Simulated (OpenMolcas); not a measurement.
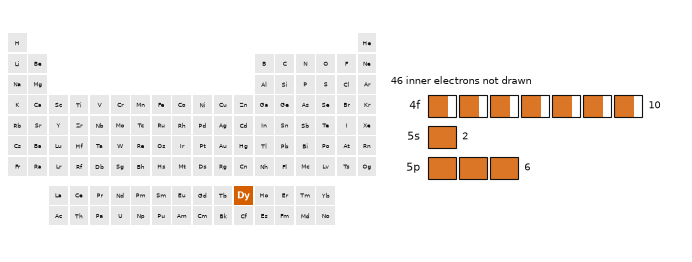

Left, the place of dysprosium in the periodic table; right, the outer shells of the leading configuration of the lowest level: a box for each of the 2l + 1 orbitals, shaded by the share of the shell that is filled, with the electron count at the right.

**Multiconfigurational calculation: Dy²⁺ complex (part 1 of 2)**

- system: Dy²⁺ with 8 ligands (Cl; square antiprism, 2.95 Å), neutralised by 8 outer point charges of +0.75 e, whose field is part of the energies.
- method: state-averaged CASSCF, active space 10 electrons in the shell 4f, basis ANO-RCC-VTZP on the metal and ANO-RCC-VTZP on the ligands, DKH2 scalar Hamiltonian, spin-orbit coupling by RASSI with atomic mean-field integrals (OpenMolcas)

Input:
```
&GATEWAY
Coord
9

Dy 0.0 0.0 0.0
Cl 2.336627 0.967863 1.518524
Cl -0.967863 2.336627 1.518524
Cl -2.336627 -0.967863 1.518524
Cl 0.967863 -2.336627 1.518524
Cl 2.336627 -0.967863 -1.518524
Cl 0.967863 2.336627 -1.518524
Cl -2.336627 0.967863 -1.518524
Cl -0.967863 -2.336627 -1.518524
Basis=Dy.ANO-RCC-VTZP,Cl.ANO-RCC-VTZP
Group=NoSym
NoMove
AngMom=0.0 0.0 0.0
AMFI
RICD
XField
8 Angstrom 0
4.396027 1.820895 2.856884 0.750000
-1.820895 4.396027 2.856884 0.750000
-4.396027 -1.820895 2.856884 0.750000
1.820895 -4.396027 2.856884 0.750000
4.396027 -1.820895 -2.856884 0.750000
1.820895 4.396027 -2.856884 0.750000
-4.396027 1.820895 -2.856884 0.750000
-1.820895 -4.396027 -2.856884 0.750000
&SEWARD
&RASSCF
FileOrb=start.orb
Symmetry=1
Spin=5
nActEl=10 0 0
Inactive=99
Ras2=7
CIRoot=35 35 1
SDav=35
CIMx=300
Iter=150 100
PrWF=0.3
OrbListing=Nothing
MaxOrb=0
LevShft=1.0
>>> COPY $Project.JobIph JOB001
&RASSCF
FileOrb=start.orb
Symmetry=1
Spin=3
nActEl=10 0 0
Inactive=99
Ras2=7
CIRoot=162 162 1
SDav=210
CIMx=300
Iter=150 100
PrWF=0.3
OrbListing=Nothing
MaxOrb=0
CIOnly
LevShft=1.0
>>> COPY $Project.JobIph JOB002
&RASSCF
FileOrb=start.orb
Symmetry=1
Spin=1
nActEl=10 0 0
Inactive=99
Ras2=7
CIRoot=162 162 1
SDav=196
CIMx=300
Iter=150 100
PrWF=0.3
OrbListing=Nothing
MaxOrb=0
CIOnly
LevShft=1.0
>>> COPY $Project.JobIph JOB003
&RASSI
NrOfJobIphs=3 33 106 31
1 2 3 4 5 6 7 8 9 10 11 12 13 14 15 16 17 18 19 20 21 22 23 24 25 26 27
28 29 30 31 32 33
1 2 3 4 5 6 7 8 9 10 11 12 13 14 15 16 17 18 19 20 21 22 23 24 25 26 27
28 29 30 31 32 33 34 35 36 37 38 39 40 41 42 43 44 45 46 47 48 49 50 51
52 53 54 55 56 57 58 59 60 61 62 63 64 65 66 67 68 69 70 71 72 73 74 75
76 77 78 79 80 81 82 83 84 85 86 87 88 89 90 91 92 93 94 95 96 97 98 99
100 101 102 103 104 105 106
1 2 3 4 5 6 7 8 9 10 11 12 13 14 15 16 17 18 19 20 21 22 23 24 25 26 27
28 29 30 31
IphNames
JOB001
JOB002
JOB003
EJob
SpinOrbit
DIPRint=1.0
SOCoupling=1000.0
Subsets=2
Property=9
'ANGMOM' 1 'ANGMOM' 2 'ANGMOM' 3 'MLTPL  1' 1 'MLTPL  1' 2 'MLTPL  1' 3
'AMFI' 1 'AMFI' 2 'AMFI' 3
SOProperty=3
'ANGMOM' 1 'ANGMOM' 2 'ANGMOM' 3
```

The file start.orb holds starting orbitals from an earlier step. A driver script formed the levels outside the program, from RASSI's spin-orbit matrix and the active-space energies, averaged over the components of each term or state.

Hardware: 1 thread of Arm Neoverse V2, 24 GiB of memory available, shared host.

Run as:
```bash
OMP_NUM_THREADS=1 MOLCAS_MEM=3686 MOLCAS_PROJECT=a pymolcas a.inp > a.log  # once for each step of the input, in one work folder
```

Output (extracts):
```
--- SEWARD ---
Basis set label: DY.ANO-RCC...8S7P5D3F2G1H.

      Electronic valence basis set:
      ------------------
      Associated Effective Charge  66.000000 au
      Associated Actual Charge     66.000000 au
      Nuclear Model: Point charge

      Shell  nPrim  nBasis  Cartesian Spherical Contaminant
         s      25       8        X
         p      22       7        X
         d      15       5                 X
         f      11       3                 X
         g       4       2                 X
         h       2       1                 X
                  Relativistic Douglas-Kroll-Hess integrals:
                    - DKH order of Hamiltonian: 2
                    - DKH order of Properties : 0
                  Atomic mean-field integrals
--- RASSCF ---
Wave function specifications:
      -----------------------------

      Number of closed shell electrons         198
      Number of electrons in active shells      10
      Max number of holes in RAS1 space          0
      Max nr of electrons in RAS3 space          0
      Number of inactive orbitals               99
      Number of active orbitals                  7
      Number of secondary orbitals             270
      Spin quantum number                      2.0
      State symmetry                             1
Orbital specifications:
      -----------------------

      Symmetry species                           1
                                                 a
      Frozen orbitals                            0
      Inactive orbitals                         99
      Active orbitals                            7
      RAS1 orbitals                              0
      RAS2 orbitals                              7
      RAS3 orbitals                              0
      Secondary orbitals                       270
      Deleted orbitals                           0
      Number of basis functions                376
      Number of CSFs                            35
      Number of root(s) required                35
      Iter CI   SX   CI       RASSCF       Energy    max ROT     max BLB   max BLB  Level Ln srch  Step   QN
          iter iter root      energy       change     param      element    value   shift minimum  type update
 Nr of preliminary CI iterations:   1
      Total energies have been shifted. Add               -15000.00 au
        1   1   19    0  -835.87933367    0.00E+00  -3.98E-02   79 306 1 -1.61E-01*  0.77   0.00    SX    NO
        2   1   19    0  -836.29652906   -4.17E-01* -1.97E-02  101 113 1  8.31E-02*  0.76   0.00    SX    NO
        3   1   20    0  -836.39047017   -9.39E-02* -1.83E-02  100 112 1 -8.39E-02*  0.74   0.00    SX    NO
        4   1   19    0  -836.42009962   -2.96E-02* -1.62E-02  101 113 1  7.92E-02*  0.74   0.00    SX    NO
        5   1   19    0  -836.43204266   -1.19E-02*  6.48E-03  105 117 1 -7.68E-02*  0.74   0.69    QN   YES
        6   1   18    0  -836.44361491   -1.16E-02*  4.13E-03  105 117 1 -1.92E-02*  0.69   1.67    LS   YES
        7   1   18    0  -836.44583775   -2.22E-03*  4.04E-03  104 116 1  1.79E-02*  0.69   1.05    QN   YES
        8   1   17    0  -836.44823524   -2.40E-03*  3.03E-03  104 116 1  7.56E-03*  0.68   1.79    LS   YES
        9   1   16    0  -836.44881316   -5.78E-04* -1.40E-03   95 355 1  3.41E-03*  0.68   1.05    QN   YES
       10   1   15    0  -836.44919066   -3.77E-04* -1.67E-03   95 355 1  2.02E-03*  0.68   2.22    LS   YES
        ...
       20   1    9    0  -836.44938608    1.39E-08*  1.54E-05    9 176 1 -4.79E-05   0.68   0.36    LS   YES
       21   1    9    0  -836.44938610   -1.80E-08*  4.18E-05  105 107 1  4.24E-05   0.68   1.31    QN   YES
       22   1    7    0  -836.44938611   -1.53E-08*  6.31E-05  105 107 1  3.03E-05   0.68   1.55    QN   YES
       23   1    8    0  -836.44938611    1.40E-09  -1.78E-05  105 107 1  1.20E-05   0.68   0.25    QN   YES
      Convergence after 23 iterations
       24   1    8    0  -836.44938611   -2.20E-09  -1.78E-05  101 111 1  6.89E-06   0.68   0.25    QN   YES
      Natural orbitals and occupation numbers for root  1
      sym 1:   1.000004   1.223051   1.776949   1.090961   1.776951   1.909039   1.223046
      Natural orbitals and occupation numbers for root  2
      sym 1:   1.223046   1.223051   1.776950   1.090961   1.776949   1.000004   1.909039
      Natural orbitals and occupation numbers for root  3
      sym 1:   1.234593   1.222985   1.765407   1.243986   1.765407   1.533029   1.234593
::    RASSCF root number  1 Total energy: -15836.52376636
::    RASSCF root number  2 Total energy: -15836.52376636
::    RASSCF root number  3 Total energy: -15836.52369222
::    RASSCF root number  4 Total energy: -15836.52369222
::    RASSCF root number  5 Total energy: -15836.52360268
::    RASSCF root number  6 Total energy: -15836.52360080
::    RASSCF root number  7 Total energy: -15836.52353186
::    RASSCF root number  8 Total energy: -15836.52353186
::    RASSCF root number  9 Total energy: -15836.52345526
::    RASSCF root number 10 Total energy: -15836.52330164
::    RASSCF root number 11 Total energy: -15836.52330164
::    RASSCF root number 12 Total energy: -15836.52326696
::    RASSCF root number 13 Total energy: -15836.52326696
::    RASSCF root number 14 Total energy: -15836.44967738
::    RASSCF root number 15 Total energy: -15836.44967738
::    RASSCF root number 16 Total energy: -15836.44947794
::    RASSCF root number 17 Total energy: -15836.44947794
::    RASSCF root number 18 Total energy: -15836.44938945
::    RASSCF root number 19 Total energy: -15836.44916341
::    RASSCF root number 20 Total energy: -15836.44913040
::    RASSCF root number 21 Total energy: -15836.44913040
::    RASSCF root number 22 Total energy: -15836.40719266
::    RASSCF root number 23 Total energy: -15836.40719134
::    RASSCF root number 24 Total energy: -15836.40709288
::    RASSCF root number 25 Total energy: -15836.40709288
::    RASSCF root number 26 Total energy: -15836.40707807
::    RASSCF root number 27 Total energy: -15836.40701645
::    RASSCF root number 28 Total energy: -15836.40701645
::    RASSCF root number 29 Total energy: -15836.40675291
::    RASSCF root number 30 Total energy: -15836.40675291
--- RASSCF ---
Wave function specifications:
      -----------------------------

      Number of closed shell electrons         198
      Number of electrons in active shells      10
      Max number of holes in RAS1 space          0
      Max nr of electrons in RAS3 space          0
      Number of inactive orbitals               99
      Number of active orbitals                  7
      Number of secondary orbitals             270
      Spin quantum number                      1.0
      State symmetry                             1
Orbital specifications:
      -----------------------

      Symmetry species                           1
                                                 a
      Frozen orbitals                            0
      Inactive orbitals                         99
      Active orbitals                            7
      RAS1 orbitals                              0
      RAS2 orbitals                              7
      RAS3 orbitals                              0
      Secondary orbitals                       270
      Deleted orbitals                           0
      Number of basis functions                376
      Number of CSFs                           210
      Number of root(s) required               162
      Iter CI   SX   CI       RASSCF       Energy    max ROT     max BLB   max BLB  Level Ln srch  Step   QN
          iter iter root      energy       change     param      element    value   shift minimum  type update
 Nr of preliminary CI iterations:   1
        1   1    0    0-15836.34911268    0.00E+00   0.00E+00  104 116 1 -1.03E-02*  0.00   0.00    SX    NO
      Natural orbitals and occupation numbers for root  1
      sym 1:   1.419195   1.431383   1.436360   1.435479   1.426751   1.431266   1.419565
      Natural orbitals and occupation numbers for root  2
      sym 1:   1.419565   1.431383   1.431266   1.435479   1.436360   1.426751   1.419195
      Natural orbitals and occupation numbers for root  3
      sym 1:   1.430287   1.420922   1.449283   1.399016   1.449283   1.420922   1.430287
::    RASSCF root number  1 Total energy: -15836.43570259
::    RASSCF root number  2 Total energy: -15836.43570259
::    RASSCF root number  3 Total energy: -15836.43570151
::    RASSCF root number  4 Total energy: -15836.43569649
::    RASSCF root number  5 Total energy: -15836.43567958
::    RASSCF root number  6 Total energy: -15836.43567958
::    RASSCF root number  7 Total energy: -15836.43567332
::    RASSCF root number  8 Total energy: -15836.43567332
::    RASSCF root number  9 Total energy: -15836.43566659
::    RASSCF root number 10 Total energy: -15836.43566659
::    RASSCF root number 11 Total energy: -15836.43563829
::    RASSCF root number 12 Total energy: -15836.43563829
::    RASSCF root number 13 Total energy: -15836.43560996
::    RASSCF root number 14 Total energy: -15836.43560996
::    RASSCF root number 15 Total energy: -15836.43559945
::    RASSCF root number 16 Total energy: -15836.41124798
::    RASSCF root number 17 Total energy: -15836.41124798
::    RASSCF root number 18 Total energy: -15836.41122369
::    RASSCF root number 19 Total energy: -15836.41122369
::    RASSCF root number 20 Total energy: -15836.41120325
::    RASSCF root number 21 Total energy: -15836.41119360
::    RASSCF root number 22 Total energy: -15836.41119360
::    RASSCF root number 23 Total energy: -15836.41103622
::    RASSCF root number 24 Total energy: -15836.41102912
::    RASSCF root number 25 Total energy: -15836.41087167
::    RASSCF root number 26 Total energy: -15836.41087167
::    RASSCF root number 27 Total energy: -15836.40180573
::    RASSCF root number 28 Total energy: -15836.40180573
::    RASSCF root number 29 Total energy: -15836.40179514
::    RASSCF root number 30 Total energy: -15836.40179514
--- RASSCF ---
Wave function specifications:
      -----------------------------

      Number of closed shell electrons         198
      Number of electrons in active shells      10
      Max number of holes in RAS1 space          0
      Max nr of electrons in RAS3 space          0
      Number of inactive orbitals               99
      Number of active orbitals                  7
      Number of secondary orbitals             270
      Spin quantum number                      0.0
      State symmetry                             1
Orbital specifications:
      -----------------------

      Symmetry species                           1
                                                 a
      Frozen orbitals                            0
      Inactive orbitals                         99
      Active orbitals                            7
      RAS1 orbitals                              0
      RAS2 orbitals                              7
      RAS3 orbitals                              0
      Secondary orbitals                       270
      Deleted orbitals                           0
      Number of basis functions                376
      Number of CSFs                           196
      Number of root(s) required               162
      Iter CI   SX   CI       RASSCF       Energy    max ROT     max BLB   max BLB  Level Ln srch  Step   QN
          iter iter root      energy       change     param      element    value   shift minimum  type update
 Nr of preliminary CI iterations:   1
        1   1    0    0-15836.27464468    0.00E+00   0.00E+00  104 116 1 -1.76E-02*  0.00   0.00    SX    NO
      Natural orbitals and occupation numbers for root  1
      sym 1:   1.322736   1.305317   1.820703   1.103916   1.820704   1.305317   1.321306
      Natural orbitals and occupation numbers for root  2
      sym 1:   1.321306   1.305317   1.820704   1.103916   1.820703   1.305317   1.322736
      Natural orbitals and occupation numbers for root  3
      sym 1:   1.222035   1.487847   1.358201   1.863833   1.358202   1.487847   1.222035
::    RASSCF root number  1 Total energy: -15836.38222975
::    RASSCF root number  2 Total energy: -15836.38222975
::    RASSCF root number  3 Total energy: -15836.38218364
::    RASSCF root number  4 Total energy: -15836.38218363
::    RASSCF root number  5 Total energy: -15836.38202450
::    RASSCF root number  6 Total energy: -15836.38202450
::    RASSCF root number  7 Total energy: -15836.38184679
::    RASSCF root number  8 Total energy: -15836.38181956
::    RASSCF root number  9 Total energy: -15836.38181956
::    RASSCF root number 10 Total energy: -15836.38181663
::    RASSCF root number 11 Total energy: -15836.38181663
::    RASSCF root number 12 Total energy: -15836.38175529
::    RASSCF root number 13 Total energy: -15836.38175529
::    RASSCF root number 14 Total energy: -15836.38170813
::    RASSCF root number 15 Total energy: -15836.38170391
::    RASSCF root number 16 Total energy: -15836.38169911
::    RASSCF root number 17 Total energy: -15836.38169911
::    RASSCF root number 18 Total energy: -15836.36603776
::    RASSCF root number 19 Total energy: -15836.36582436
::    RASSCF root number 20 Total energy: -15836.36582436
::    RASSCF root number 21 Total energy: -15836.36572618
::    RASSCF root number 22 Total energy: -15836.36572618
::    RASSCF root number 23 Total energy: -15836.35364740
::    RASSCF root number 24 Total energy: -15836.35362079
::    RASSCF root number 25 Total energy: -15836.35362079
::    RASSCF root number 26 Total energy: -15836.35359836
::    RASSCF root number 27 Total energy: -15836.35359836
::    RASSCF root number 28 Total energy: -15836.35356466
::    RASSCF root number 29 Total energy: -15836.35356466
::    RASSCF root number 30 Total energy: -15836.35306818
```

(Continued in part 2.) Outcome of the run: converged.
